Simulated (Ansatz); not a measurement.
Stretching the Se4–H5 bond in AlH3Se (SMILES [AlH2][SeH]) (multiplicity 1 held, fragments rigid). Energies count from the point at 1.472 Å.
Geometry at that point (charge 0, multiplicity 1):
```json
[
 {"atom": "Al", "x (Å)": "0.3641", "y (Å)": "0.0275", "z (Å)": "-1.5573"},
 {"atom": "H", "x (Å)": "-0.6985", "y (Å)": "-0.5698", "z (Å)": "-2.5521"},
 {"atom": "H", "x (Å)": "1.7454", "y (Å)": "0.6424", "z (Å)": "-1.9937"},
 {"atom": "Se", "x (Å)": "-0.2012", "y (Å)": "-0.0305", "z (Å)": "0.6966"},
 {"atom": "H", "x (Å)": "1.0606", "y (Å)": "0.6067", "z (Å)": "1.1072"}
]
```

Unrestricted levels (U-) break spin symmetry where that is lower. Active spaces are followed from a long bond inwards. Levels need not reach the same state.

Correlated levels freeze the cores. Filled d and f shells under p-block atoms count as core.

Codes used: Ansatz (a first-principles code) with Gaussian orbitals. 

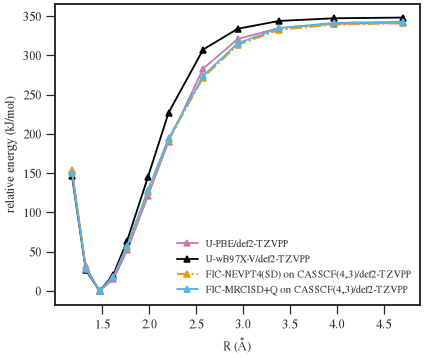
Figure: Relative energy along the coordinate

Doubts at one or more of the structures used: a spin-contaminated determinant (U-PBE/def2-TZVPP, U-wB97X-V/def2-TZVPP); active orbitals that take no part (FIC-NEVPT4(SD) on CASSCF(4,3)/def2-TZVPP, FIC-MRCISD+Q on CASSCF(4,3)/def2-TZVPP).
